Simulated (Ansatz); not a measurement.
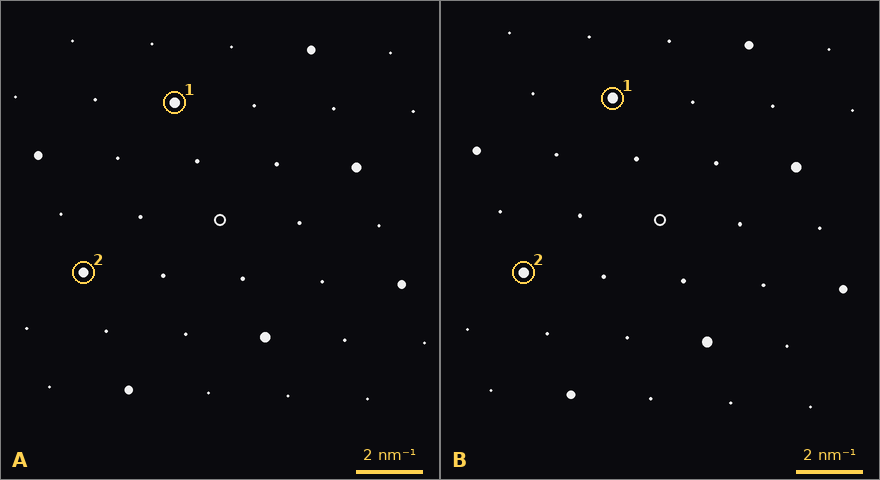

Kinematic electron diffraction patterns (200 kV, B = 0.5 Å², same scale) along [011] of the run's own cell, for the start and the end of one relaxation of Y3As with Ansatz 0.2.0, DFT PBE, scalar-relativistic, plane waves, PAW. k mesh 14×14×14. The start is a generated model structure, and the relaxation ends in the nearest stationary point of its symmetry, not necessarily the ground state. Spot 1 is -2 -2 2 and spot 2 is 1 -1 1 in both.

Start structure:

```
CELL_PARAMETERS angstrom
-2.24700 2.24700 5.01928
2.24700 -2.24700 5.01928
2.24700 2.24700 -5.01928
ATOMIC_POSITIONS crystal
Y 0.50000 0.50000 0.00000
Y 0.25000 0.75000 0.50000
Y 0.75000 0.25000 0.50000
As 0.00000 0.00000 0.00000
```

**Which pattern belongs to the start structure, and which to the relaxed one?**

B is the start: its cell gives d(1) = 2.510 Å, d(2) = 2.247 Å and an angle of 90.0°. A is the relaxed structure, with d(1) = 2.611 Å (+4.0 %), d(2) = 2.244 Å (-0.1 %) and 90.0°.

**What did the relaxation do to the structure and the energy?**

The volume changed by +3.8 % to 26.29 Å³ an atom; the fractional coordinates hardly changed; the space group stayed I4/mmm (No. 139); the free energy fell by 10 meV an atom. Relaxed cell: a = 6.110 Å, b = 6.110 Å, c = 6.110 Å, α = 136.90°, β = 136.90°, γ = 62.59°.
